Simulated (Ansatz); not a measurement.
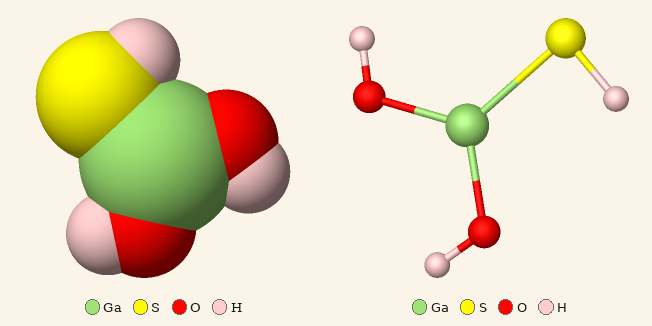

The same structure drawn twice, from different directions.

> Which formula does it have?

GaH₃O₂S, 7 atoms: 1 gallium, 3 hydrogen, 2 oxygen and 1 sulfur.

> Give the symmetry (Schoenflies symbol).

Cs.

> How many sets of symmetry-equivalent atoms are there?

7: 1 Ga, 1 S, 1 O, 1 O, 1 H, 1 H, 1 H.

> How many bonds of each kind are drawn?

2 Ga–O, 2 O–H, 1 Ga–S, 1 S–H. Sticks follow a distance rule.

More results for the same structure follow; atom numbers are the same in all pictures, views and colours differ. The computed structure is the end point of a PBE0-D4/def2-TZVP optimisation.

## Geometry

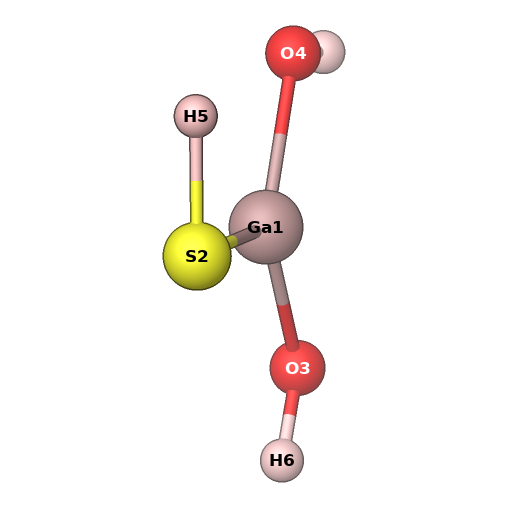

Ga1 lies behind S2. The molecule seen a little off the S2–Ga1 bond, S2 in front. Distant atoms are faded towards the background colour.

> What is the torsion angle H5–S2–Ga1–O3? The sign is positive where the front bond must turn clockwise to cover the back bond.

180°, antiperiplanar (anti).

## Electronic properties

Method: RKS PBE0-D4/def2-TZVPP (Ansatz 0.2.0).

> What is the HOMO energy (Kohn–Sham orbital)?

−7.88 eV.

> What is the HOMO–LUMO gap?

7.06 eV.

> What is the dispersion correction?

−11.9 kJ/mol.

## Vibrations

Harmonic vibrations computed with RKS PBE0-D4/def2-TZVP (Ansatz 0.2.0) at a stationary point of the same level.

> How many vibrational modes are there, and where do they lie?

15 modes: 127, 177, 177, 228, 315, 348, 411, 688, 699, 726, 836, 864, 2710, 3891, 3909 cm⁻¹.

## Charges

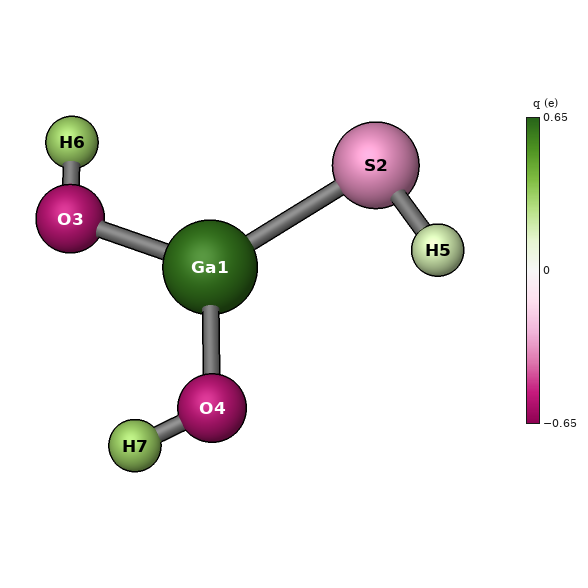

Atoms are coloured by their Mulliken charges. Level of theory: RKS PBE0-D4/def2-TZVP (Ansatz 0.2.0).

List the Mulliken charges.

```tsv
atom	value (e)
Ga1	0.61
S2	−0.34
O3	−0.55
O4	−0.55
H5	0.19
H6	0.32
H7	0.32
```

## Dipole moment

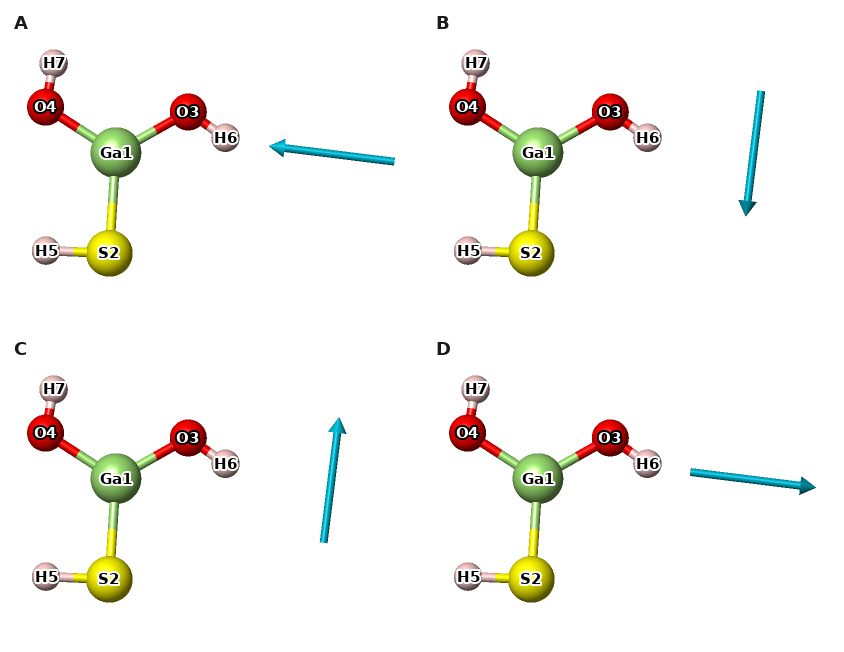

The same molecule four times, each with an arrow. Method: RKS PBE0-D4/def2-TZVP (Ansatz 0.2.0).

> Which arrow points along the dipole moment, from the negative to the positive end?

D. The dipole moment is 0.67 D; it points from the side of O4, H7 to the side of H6 (the outermost atoms at the two ends).

Mulliken values depend strongly on the basis set and can even reverse the polarity of a bond.
